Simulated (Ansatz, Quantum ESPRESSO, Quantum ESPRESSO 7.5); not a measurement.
## Screening and band shifts of 2H-CrSSe, 1 layer

Aim: how 2H-CrSSe, 1 layer screens a field along its normal, and what the field does to its bands.

Program: Quantum ESPRESSO 7.5. Level of theory: plane-wave DFT, PBE, GBRV ultrasoft pseudopotentials (geometry and cross-check by Ansatz 0.2.0 with PAW datasets; geometry under PBE). Results are calculated unless marked as measured.

## Step 1: Set-up

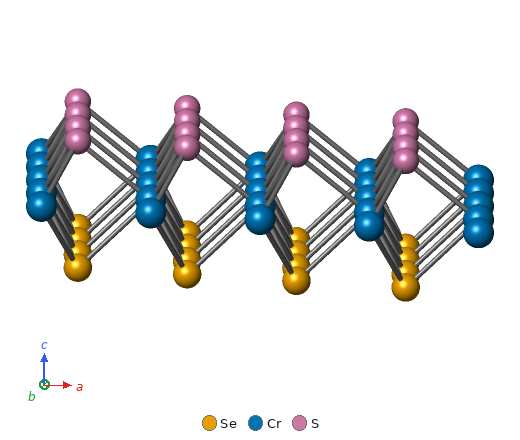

The cell as given, nearly edge on (selenium orange, chromium blue, sulfur pink). 4×4×1 cells are drawn. Bonds to atoms that aren't drawn are left out. Some periodic images of atoms are drawn too.

The cell holds 3 atoms: 1 Se, 1 Cr and 1 S. Its edges and angles: a = 3.125 Å, b = 3.125 Å, c = 20.148 Å, α = 90.0°, β = 90.0°, γ = 120.0°. It derives from CrSSe. Vacuum lies along c.

Structure file:

```cif
data_structure
_symmetry_space_group_name_H-M 'P 1'
_symmetry_Int_Tables_number 1
_cell_length_a 3.1250
_cell_length_b 3.1250
_cell_length_c 20.1485
_cell_angle_alpha 90.000
_cell_angle_beta 90.000
_cell_angle_gamma 120.000
_cell_volume 170.40
loop_
_atom_site_label
_atom_site_type_symbol
_atom_site_fract_x
_atom_site_fract_y
_atom_site_fract_z
_atom_site_occupancy
Se1 Se 0.33333 0.66667 0.42187 1
Cr2 Cr 0.00000 0.00000 0.50567 1
S3 S 0.33333 0.66667 0.57813 1
```

This sheet is a model structure: its symmetry is held, and its stability is not tested here.

This run has no spin polarisation, although Cr can carry a moment. A spin-polarised state was not tried and may lie lower.

## Step 2: Relaxation with Ansatz

A relaxation in Ansatz fixes the structure of this slab for the runs on it.

Input file input.yaml:

```yaml
crystal:
  lattice:
    - [3.125, 0.0, 0.0]
    - [-1.5625, 2.7063293868, 0.0]
    - [0.0, 0.0, 20.1484613491]
  atoms:
    - { symbol: Se, position: [0.3333333333, 0.6666666667, 0.4218684421] }
    - { symbol: Cr, position: [0.0, 0.0, 0.5056654945] }
    - { symbol: S, position: [0.3333333333, 0.6666666667, 0.5781315579] }
kpoints:
  mp_grid: { grid: [12, 12, 1] }
hamiltonian:
  xc: pbe
scf:
  occupations: { method: fermi_dirac, width: 0.05 }
  convergence: { dr2_threshold: 1.0e-08 }
efield:
  axis: 3
  dipole_correction: true
  ramp_position: 0.97
  ramp_width: 0.04
relax:
  f_tol: 0.01
  cell: { fix: [c, alpha, beta] }
output:
  write_potential: true
  write_density: true
  volumetric_format: npy
```

The run is started by

```
> ansatz run input.yaml --threads 4 --pin off --max-ram 8192MiB --backend cpu --events-out ev --progress --plain --runs-dir out
```

Numbers of over 12 decimals in the logs are rounded to 6 here.

The program printed:

```text
Warning: relax.cell: scf.convergence.dr2_threshold = 1e-8 eV is looser than the 3e-10 eV advised for a relaxation that steers and ends on the stress (1e-10 eV for each atom of the cell: 3). What an SCF threshold leaves in a stress goes as its square root, and in the free energy as the threshold itself, and one threshold admits the most on a small cell: [figures from the program's tests cut] Set scf.convergence.dr2_threshold to 3e-10 eV or tighter. The threshold is an SCF's pass mark: one that does not reach it within its budget of iterations ends unconverged, or closes short of it on a stop that the run arms, and scf.convergence.dr2_threshold's page says what that costs each kind of run
Engine: ansatz 0.2.0, aarch64-unknown-linux-gnu
Pseudopotentials: kind: paw
Pseudopotential: Se, paw, valence charge 16, recommended cutoff 420 eV (normal), Se.paw.azcp
Pseudopotential: Cr, paw, valence charge 14, recommended cutoff 420 eV (normal), Cr.paw.azcp
Pseudopotential: S, paw, valence charge 6, recommended cutoff 420 eV (normal), S.paw.azcp
Functional definition: PBE
  parameter kappa = 0.804
  parameter beta = 0.066725
  exchange = pbe_x(kappa = kappa, mu = beta*pi^2/3)
  correlation = pbe_c(beta = beta)
Crystal: 3 atoms, lattice volume = 170.401 Å³
Basis set: ecut = 420 eV, 3307 PW (Γ), exchange–correlation on 48×48×270 points (8 copies of the dense FFT grid, shifted against one another)
Bands: 22, of which v1, the nominal top of the filled ones, is band 18 counted from 1 (17 counted from 0)
Symmetry: 6 space group operations
Space group: P3m1 (ITA 156), of the structure as read, at distance tolerance 5.5e-5 Å
k-points: 19 of 144 (time reversal used)
Non-local potential: Se, projectors of the file, l = 0: 2, l = 1: 2, l = 2: 3, l = 3: 1
Non-local potential: Cr, projectors of the file, l = 0: 3, l = 1: 2, l = 2: 3, l = 3: 1
Non-local potential: S, projectors of the file, l = 0: 2, l = 1: 2, l = 2: 2
PAW form: soft (Blöchl's): semilocal exchange-correlation on the pseudo side does not see the compensation charge
PAW one-centre angular grid: Se, 590 points (default); XC on 64 Gauss nodes
PAW one-centre angular grid: Cr, 590 points (default); XC on 64 Gauss nodes
PAW one-centre angular grid: S, 110 points (default); XC on 64 Gauss nodes
Initial density: superposition of atomic densities (neutral atoms: chi_scale 0, normalization atom), corrected by the library's trained network
Initial wavefunctions: pseudopotential atomic-orbital guess
Functional: x = pbe(κ = 0.804, μ = 0.219515), c = pbe(β = 0.066725)
SCF iter   1: F=—  HF=-9750.557101 eV  |F-HF|=—  |Δ(HF+E_count)|=         —  Δρ=4.43e-3  dr2=1.59e-1  ethr=1.77e-3  p=-0.063 e·Å  D=-6.66e-2 V/Å  ΔV_dip=1.34 eV  dr2_dipole=3.69e-2  V_vac-E_F(+/−)=5.54/4.20 eV  ⟨swp⟩=8.8  Hψ=2268  notcnv=0
efield: sawtooth ramp at fractional position 0.9700 (set: `efield.ramp_position`, or a place that a band, a saddle search or an elastic batch's reference lends), width 0.0400; the density the first Hamiltonian is built on has a dipole p = -0.063 e·Å; the dipole correction subtracts the counter field D = -6.66e-2 V/Å, which shifts the + side's vacuum level by +1.34 eV against the − side's; the planar-averaged density in the ramp window peaks in size at 2.9e-5 e/Å³
preconditioner: auto → none  [insulator: Δε(μ)=0.917 eV  Ē_g=6.882 eV  σ=0.050 eV  W_gap=1.00  n_scr=12 (ndim 8)  ℏωp=12.1 eV  f_vac=0.666  D(μ)=0.00/eV (n_scr^D=0)  ε∞_Penn≈4.1]
SCF iter   2: F=—  HF=-9751.036778 eV  |F-HF|=—  |Δ(HF+E_count)|=   4.80e-1  Δρ=2.56e-2  dr2=6.04e0  ethr=4.42e-4  p=0.069 e·Å  D=7.34e-2 V/Å  ΔV_dip=-1.48 eV  dr2_dipole=1.31e0  V_vac-E_F(+/−)=4.69/6.17 eV  ⟨swp⟩=4.5  Hψ=1073  notcnv=0  recentre
SCF iter   3: F=—  HF=-9750.546780 eV  |F-HF|=—  |Δ(HF+E_count)|=   4.90e-1  Δρ=3.11e-3  dr2=2.28e-2  ethr=4.42e-4  p=-0.047 e·Å  D=-4.98e-2 V/Å  ΔV_dip=1.00 eV  dr2_dipole=1.43e-3  V_vac-E_F(+/−)=5.42/4.42 eV  ⟨swp⟩=3.8  Hψ=818  notcnv=0
SCF iter   4: F=—  HF=-9750.546718 eV  |F-HF|=—  |Δ(HF+E_count)|=   6.14e-5  Δρ=1.82e-3  dr2=6.63e-3  ethr=6.33e-5  p=-0.046 e·Å  D=-4.84e-2 V/Å  ΔV_dip=0.98 eV  dr2_dipole=4.38e-4  V_vac-E_F(+/−)=5.51/4.53 eV  ⟨swp⟩=2.0  Hψ=657  notcnv=0
SCF iter   5: F=—  HF=-9750.547610 eV  |F-HF|=—  |Δ(HF+E_count)|=   8.92e-4  Δρ=7.95e-4  dr2=8.03e-4  ethr=1.84e-5  p=-0.043 e·Å  D=-4.53e-2 V/Å  ΔV_dip=0.91 eV  dr2_dipole=1.14e-6  V_vac-E_F(+/−)=5.48/4.57 eV  ⟨swp⟩=1.4  Hψ=439  notcnv=0
SCF iter   6: F=—  HF=-9750.548062 eV  |F-HF|=—  |Δ(HF+E_count)|=   4.52e-4  Δρ=2.82e-4  dr2=7.63e-5  ethr=2.23e-6  p=-0.042 e·Å  D=-4.42e-2 V/Å  ΔV_dip=0.89 eV  dr2_dipole=3.59e-8  V_vac-E_F(+/−)=5.48/4.58 eV  ⟨swp⟩=2.0  Hψ=542  notcnv=0
SCF iter   7: F=—  HF=-9750.548178 eV  |F-HF|=—  |Δ(HF+E_count)|=   1.16e-4  Δρ=7.20e-5  dr2=4.77e-5  ethr=2.12e-7  p=-0.041 e·Å  D=-4.36e-2 V/Å  ΔV_dip=0.88 eV  dr2_dipole=3.51e-6  V_vac-E_F(+/−)=5.49/4.61 eV  ⟨swp⟩=3.0  Hψ=854  notcnv=0
SCF iter   8: F=—  HF=-9750.548173 eV  |F-HF|=—  |Δ(HF+E_count)|=   4.92e-6  Δρ=3.77e-5  dr2=3.44e-6  ethr=1.32e-7  p=-0.041 e·Å  D=-4.36e-2 V/Å  ΔV_dip=0.88 eV  dr2_dipole=2.90e-7  V_vac-E_F(+/−)=5.48/4.60 eV  ⟨swp⟩=2.0  Hψ=540  notcnv=0
SCF iter   9: F=—  HF=-9750.548125 eV  |F-HF|=—  |Δ(HF+E_count)|=   4.81e-5  Δρ=2.43e-5  dr2=1.19e-6  ethr=9.56e-9  p=-0.041 e·Å  D=-4.36e-2 V/Å  ΔV_dip=0.88 eV  dr2_dipole=2.42e-9  V_vac-E_F(+/−)=5.48/4.61 eV  ⟨swp⟩=1.9  Hψ=510  notcnv=0
SCF iter  10: F=—  HF=-9750.548125 eV  |F-HF|=—  |Δ(HF+E_count)|=   8.24e-8  Δρ=3.80e-6  dr2=3.36e-8  ethr=3.29e-9  p=-0.041 e·Å  D=-4.36e-2 V/Å  ΔV_dip=0.88 eV  dr2_dipole=2.59e-9  V_vac-E_F(+/−)=5.48/4.61 eV  ⟨swp⟩=2.0  Hψ=508  notcnv=0
SCF iter  11: F=-9750.548125 eV  HF=-9750.548125 eV  |F-HF|=3.57e-9  |Δ(HF+E_count)|=   3.78e-9  Δρ=9.01e-7  dr2=3.28e-9  ethr=2.78e-11  p=-0.041 e·Å  D=-4.36e-2 V/Å  ΔV_dip=0.88 eV  dr2_dipole=5.34e-10  V_vac-E_F(+/−)=5.48/4.61 eV  ⟨swp⟩=9.6  Hψ=2683  notcnv=0
SCF 1 converged in 11 iterations: F = -9750.548125 eV  dr2 = 3.28e-9
  greatest PAW one-centre occupation: 1.000 electrons in one spin orbital (limit 2), on the Cr atom at site 1 (counted from 0), in its partial waves of l = 0
relax step   1: F+E_penalty+E_count = -9750.54812529 eV  Δ(F+E_penalty+E_count) = +0.000e0 eV  max|allowed force component| = 9.459e-1 eV/Å  Δτ_max = 0.0000 Å  P = -1.202 GPa  Ω = 170.401 Å³  fix = [c, alpha, beta]  reactions: c -2.360 GPa  (11 SCF iters, accepted)
Crystal: 3 atoms, lattice volume = 173.932 Å³
[...]
relax step   3: F+E_penalty+E_count = -9750.59489154 eV  Δ(F+E_penalty+E_count) = -1.127e-2 eV  max|allowed force component| = 4.616e-2 eV/Å  Δτ_max = 0.0275 Å  P = -0.132 GPa  Ω = 171.061 Å³  energy of the carried Pulay correction = -2.987e-5 eV  fix = [c, alpha, beta]  reactions: c -0.127 GPa  (9 SCF iters, accepted)
[...]
relax step   4: F+E_penalty+E_count = -9750.59516449 eV  Δ(F+E_penalty+E_count) = -2.730e-4 eV  max|allowed force component| = 1.872e-2 eV/Å  Δτ_max = 0.0012 Å  P = -0.027 GPa  Ω = 170.656 Å³  energy of the carried Pulay correction = -1.153e-5 eV  fix = [c, alpha, beta]  reactions: c -0.031 GPa  (8 SCF iters, accepted)
[...]
relax step   5: F+E_penalty+E_count = -9750.59517809 eV  Δ(F+E_penalty+E_count) = -1.360e-5 eV  max|allowed force component| = 1.666e-2 eV/Å  Δτ_max = 0.0010 Å  P = +0.002 GPa  Ω = 170.575 Å³  energy of the carried Pulay correction = -7.859e-6 eV  fix = [c, alpha, beta]  reactions: c +0.004 GPa  (7 SCF iters, accepted)
[...]
relax step   6: F+E_penalty+E_count = -9750.59518415 eV  Δ(F+E_penalty+E_count) = -6.060e-6 eV  max|allowed force component| = 1.613e-4 eV/Å  Δτ_max = 0.0005 Å  P = -0.001 GPa  Ω = 170.573 Å³  energy of the carried Pulay correction = -7.788e-6 eV  fix = [c, alpha, beta]  reactions: c -0.001 GPa  (6 SCF iters, accepted)
Initial wavefunctions: pseudopotential atomic-orbital guess (no wavefunctions were taken with the density)
iter 1 solved again at ethr=8.99e-7 eV; its pass at ethr=3.10e-3 eV (dr2=3.24e-4 eV) is discarded
SCF iter   1: F=—  HF=-9750.594076 eV  |F-HF|=—  |Δ(HF+E_count)|=         —  Δρ=8.06e-5  dr2=2.39e-7  ethr=8.99e-7  p=-0.039 e·Å  D=-4.16e-2 V/Å  ΔV_dip=0.84 eV  dr2_dipole=1.90e-11  V_vac-E_F(+/−)=5.54/4.70 eV  ⟨swp⟩=3.9  Hψ=3486  notcnv=0
efield: sawtooth ramp at fractional position 0.9700 (set: `efield.ramp_position`, or a place that a band, a saddle search or an elastic batch's reference lends), width 0.0400; the density the first Hamiltonian is built on has a dipole p = -0.039 e·Å; the dipole correction subtracts the counter field D = -4.16e-2 V/Å, which shifts the + side's vacuum level by +0.84 eV against the − side's; the planar-averaged density in the ramp window peaks in size at 6.8e-6 e/Å³
eigensolver tolerance schedule: the retry pair's looser diagonalisation over-reported the residual by 1349.75 of it (diagonalisation noise at 0.64 of the residual, at the tolerance the schedule requests for it); recorded, not acted on — ethr = c·dr2/N_el stays at c = 1.0e-1
SCF iter   2: F=—  HF=-9750.594765 eV  |F-HF|=—  |Δ(HF+E_count)|=   6.89e-4  Δρ=4.12e-5  dr2=2.80e-7  ethr=6.65e-10  p=-0.039 e·Å  D=-4.16e-2 V/Å  ΔV_dip=0.84 eV  dr2_dipole=5.13e-10  V_vac-E_F(+/−)=5.54/4.70 eV  ⟨swp⟩=3.5  Hψ=945  notcnv=0
SCF iter   3: F=—  HF=-9750.595015 eV  |F-HF|=—  |Δ(HF+E_count)|=   2.51e-4  Δρ=4.58e-5  dr2=4.73e-6  ethr=6.65e-10  p=-0.039 e·Å  D=-4.16e-2 V/Å  ΔV_dip=0.84 eV  dr2_dipole=3.40e-8  V_vac-E_F(+/−)=5.54/4.70 eV  ⟨swp⟩=2.8  Hψ=722  notcnv=0  recentre
SCF iter   4: F=—  HF=-9750.595182 eV  |F-HF|=—  |Δ(HF+E_count)|=   1.67e-4  Δρ=2.99e-6  dr2=3.28e-8  ethr=6.65e-10  p=-0.039 e·Å  D=-4.16e-2 V/Å  ΔV_dip=0.84 eV  dr2_dipole=7.80e-9  V_vac-E_F(+/−)=5.54/4.70 eV  ⟨swp⟩=3.3  Hψ=753  notcnv=0
SCF iter   5: F=—  HF=-9750.595187 eV  |F-HF|=—  |Δ(HF+E_count)|=   5.11e-6  Δρ=1.74e-6  dr2=1.33e-8  ethr=9.11e-11  p=-0.039 e·Å  D=-4.16e-2 V/Å  ΔV_dip=0.84 eV  dr2_dipole=3.09e-9  V_vac-E_F(+/−)=5.54/4.70 eV  ⟨swp⟩=2.1  Hψ=533  notcnv=0
SCF iter   6: F=-9750.595190 eV  HF=-9750.595190 eV  |F-HF|=8.69e-7  |Δ(HF+E_count)|=   2.30e-6  Δρ=7.84e-7  dr2=1.34e-9  ethr=2.78e-11  p=-0.039 e·Å  D=-4.16e-2 V/Å  ΔV_dip=0.84 eV  dr2_dipole=2.44e-10  V_vac-E_F(+/−)=5.54/4.70 eV  ⟨swp⟩=9.9  Hψ=2524  notcnv=0
SCF 7 converged in 6 iterations: F = -9750.595190 eV  dr2 = 1.34e-9
relax step   7: F+E_penalty+E_count = -9750.59519046 eV  Δ(F+E_penalty+E_count) = -6.315e-6 eV  max|allowed force component| = 1.855e-4 eV/Å  Δτ_max = 0.0000 Å  P = +0.000 GPa  Ω = 170.573 Å³  fix = [c, alpha, beta]  reactions: c -0.000 GPa  stress off target by 1.54e-4 GPa on what of the cell is left free  SCF on the basis re-selected at this cell (its energy is not comparable with the rows above)  (6 SCF iters)
basis re-selected at this cell: Δ(F+E_penalty+E_count) = -6.315e-6 eV, ΔP = +0.001 GPa vs the last step (what re-selecting the basis moved, of the pressure what is left beyond the Pulay correction that the steps carried, after the strain that the cell walked since its last selection, with what the two solves' SCF thresholds leave and, on support functions, any second-order correction that the steps lacked; it is no m [...]
WARN: The input density's exchange-correlation potential varies sharply where the density is thin. Do not read a vacuum level from v_tot or v_xc, or from such a field of the output density. On a cell that repeats whose density bears no net charge and no dipole along the vacuum's axis use v_es (v_loc + v_h of the components); under efield.dipole_correction with no amplitude use v_es + v_field, which holds any external [...]
SCF converged after 6 iterations
Free energy (F): -9750.595190 eV
Harris-Foulkes:  -9750.595190 eV  (|F-HF|=8.69e-7)
Internal energy: -9750.595172 eV  (E = F + TS)
E sigma→0 (E₀):  -9750.595181 eV
Entropy (-TS):   -0.000019 eV (-0.006 meV/atom)
Fermi energy:    -0.195473 eV
Dipole field:    D = -0.041600 V/Å  (p = -0.039214 e·Å, saw-weighted, corrected)
Work function:   Φ+ = 5.5379 eV   Φ− = 4.6997 eV
Levels:          The Fermi level and band energies are counted from a zero that moves with the ramp; work functions are not
--- Per-component energies (eV) ---
  E_band       = -988.171831
  E_kinetic    = 569.744072
  E_local      = -32935.302019  (includes V_loc(G=0)·N_el)
  E_nonlocal   = -488.342111
  E_hartree    = 16128.078372
  E_xc         = -341.680850
  E_vxc        = -364.739586  (∫ρ·V_xc dr)
  E_paw        = -3706.542142  (= ΣΔE_a)
  E_vpaw       = -25.423879  (= ΣTr[D̂ρ^β])
  E_aug_tail   = -0.000213  (compensation charges beyond the density's cutoff)
  E_efield     = 0.000816  (sawtooth field / dipole correction)
  E_vefield    = -0.264321  (∫n·V_field dr)
  E_ewald      = 11023.448903
  E_smearing   = -0.000019  (= −TS)
  E_closure    = -0.000000  (closes the sum)
  Σ components = -9750.595190   (vs F -9750.595190, Δ=0.00e0)
--- Forces (eV/Å), atoms counted from 1 ---
  atom   1  Se     0.00000000    -0.00000000     0.00018212
  atom   2  Cr     0.00000000     0.00000000    -0.00014245
  atom   3  S      0.00000000     0.00000000    -0.00004985
  max |Σ_I F_I| component: 1.02e-5 eV/Å
--- Stress (GPa, compression-positive) ---
        0.000154       0.000000       0.000000
        0.000000       0.000154       0.000000
        0.000000       0.000000      -0.000133
  P = ⅓ Tr σ = 0.0001 GPa (0.001 kbar)
--- Band table (eV; the first three rows and the last of 19) ---
  k-point 0: bands = [... 14 lower, -2.5801, -1.5471, -1.5471, -0.6356, 2.0744, 2.0744, 2.4676, 2.4676]
  k-point 1: bands = [... 14 lower, -2.5386, -1.6517, -1.5991, -0.6548, 1.7961, 1.9536, 2.0596, 2.3618]
  k-point 2: bands = [... 14 lower, -2.4724, -1.8539, -1.7924, -0.7877, 1.1212, 1.4363, 1.7355, 2.3834]
  k-point 18: bands = [... 14 lower, -4.0449, -4.0425, -2.2943, -0.6580, 0.1951, 1.2515, 1.3748, 2.7548]
--- Relaxed structure (6 steps of the walk, 6 accepted, 1 SCFs on fresh bases) ---
  F+E_penalty+E_count = -9750.59519046 eV   max|allowed force component| = 1.855e-4 eV/Å   (the final SCF, on the basis selected at the relaxed cell)
  cell:  # Å, volume = 170.5729 Å³
    - [3.126575, 0, 0]
    - [-1.563287, 2.707693, 0]
    - [0, 0, 20.1484613491]
  atoms:
    - { symbol: Se, position: [0.333333, 0.666667, 0.424897] }
    - { symbol: Cr, position: [-4.995253484114887e-19, -3.700743415524894e-17, 0.504968] }
    - { symbol: S, position: [0.333333, 0.666667, 0.575801] }
```

Run time: 14 s. Hardware: 4 threads of Arm Neoverse V1, shared host; peak memory 0.49 GiB.

Relaxation path:

| step | energy less that of the first step (eV) | largest force component (eV/Å) | pressure (GPa) | volume (Å³) |
| --- | --- | --- | --- | --- |
| 1 | 0.0000 | 0.9459 | -1.20 | 170.40 |
| 2 | -0.0355 | 0.2957 | -0.04 | 173.93 |
| 3 | -0.0468 | 0.0462 | -0.13 | 171.06 |
| 4 | -0.0470 | 0.0187 | -0.03 | 170.66 |
| 5 | -0.0471 | 0.0167 | 0.00 | 170.57 |
| 6 | -0.0471 | 0.0002 | 0.00 | 170.57 |
| 7* | -0.0471 | 0.0002 | 0.00 | 170.57 |

Relaxation steps marked * repeat the geometry before them on a plane-wave basis chosen anew for their cell, so energy and pressure can jump there.

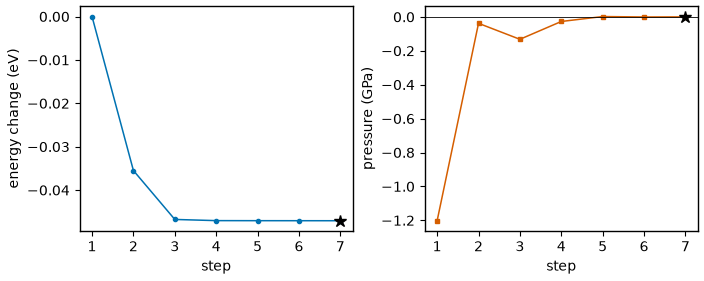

Energy and pressure along the relaxation. Stars mark steps on a basis chosen anew.

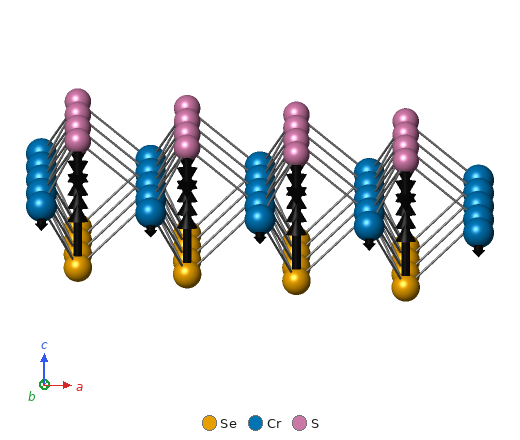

Displacements in the relaxation, exaggerated, measured against the changing cell; the longest in the cell stands for 0.06 Å. Bonds to atoms that aren't drawn are left out. 4×4×1 cells are drawn. Some periodic images of atoms are drawn too.

| cell as run | before | after | change |
| --- | --- | --- | --- |
| a (Å) | 3.125 | 3.127 | +0.1 % |
| b (Å) | 3.125 | 3.127 | +0.1 % |

The atoms that moved most (Å, along periodic axes as changes of fractional coordinates times the final cell, across vacuum about the mean position):

| atom | dx | dy | dz | length |
| --- | --- | --- | --- | --- |
| Se1 | 0.000 | 0.000 | 0.061 | 0.061 |
| S3 | 0.000 | 0.000 | -0.047 | 0.047 |
| Cr2 | 0.000 | 0.000 | -0.014 | 0.014 |

The relaxed structure:

```cif
data_structure
_symmetry_space_group_name_H-M 'P 1'
_symmetry_Int_Tables_number 1
_cell_length_a 3.1266
_cell_length_b 3.1266
_cell_length_c 20.1485
_cell_angle_alpha 90.000
_cell_angle_beta 90.000
_cell_angle_gamma 120.000
_cell_volume 170.57
loop_
_atom_site_label
_atom_site_type_symbol
_atom_site_fract_x
_atom_site_fract_y
_atom_site_fract_z
_atom_site_occupancy
Se1 Se 0.33333 0.66667 0.42490 1
Cr2 Cr 0.00000 0.00000 0.50497 1
S3 S 0.33333 0.66667 0.57580 1
```

Read from the output:

```
free energy                                                      : -9750.5952 eV
Fermi energy                                                     : -0.1955 eV
gap by band count                                                : 0.8308 eV
symmetry operations                                              : 6
dipole along the normal                                          : -0.03921 e·Å
vacuum level at the upper face over a Fermi level inside the gap : 5.538 eV
vacuum level at the lower face over a Fermi level inside the gap : 4.700 eV
```

(Continued in part 2 of 6.)

[Logs are printed without paths, hosts, clocks, repeated set-up lines and the standing remarks that a program may print on its own settings, such as how far it seeks lower states.]

[Hosts, paths, dates, database ids (printed as entryN), source tags and the programs' standing remarks are cut or masked in the printed files.]

[Maps of the electrostatic potential energy from Ansatz leave out the sawtooth potential of an applied field or a dipole correction, so their vacuum need not be flat; planar profiles and work functions include it.]
